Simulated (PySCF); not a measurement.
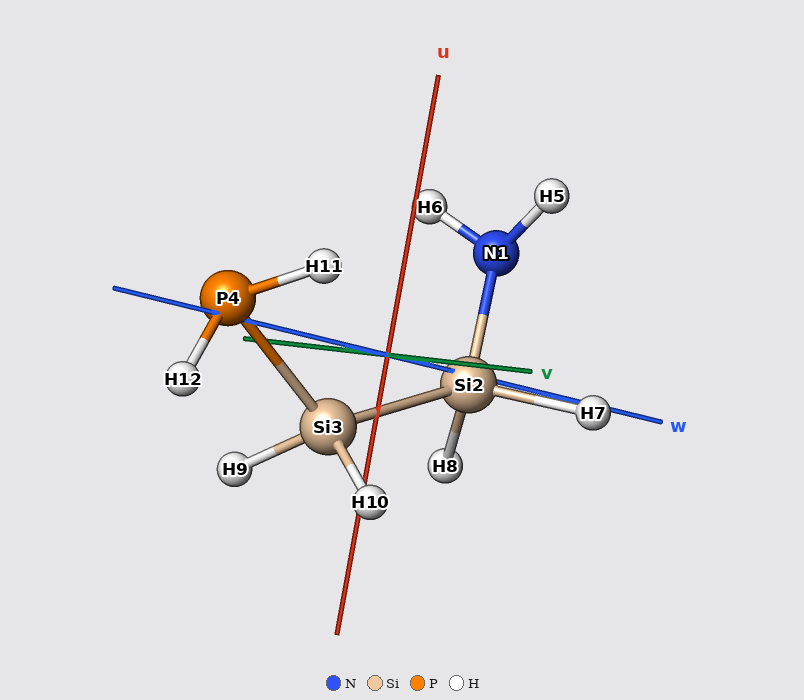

The lines u, v and w are the principal axes of the static dipole polarisability. Geometry: a frame of a GFN2-xTB molecular-dynamics simulation, not a minimum. Level of theory: PBE0/def2-SVPD (PySCF 2.14.0).

Question: Along which axis is the molecule most polarisable, and along which least?

Answer: Most along w (close to the long direction N1···P4), least along v.

Question: Give the three principal values.

Answer: u 89.5, v 78.3, w 122.9 bohr³; mean 96.9, anisotropy 40.2 bohr³.
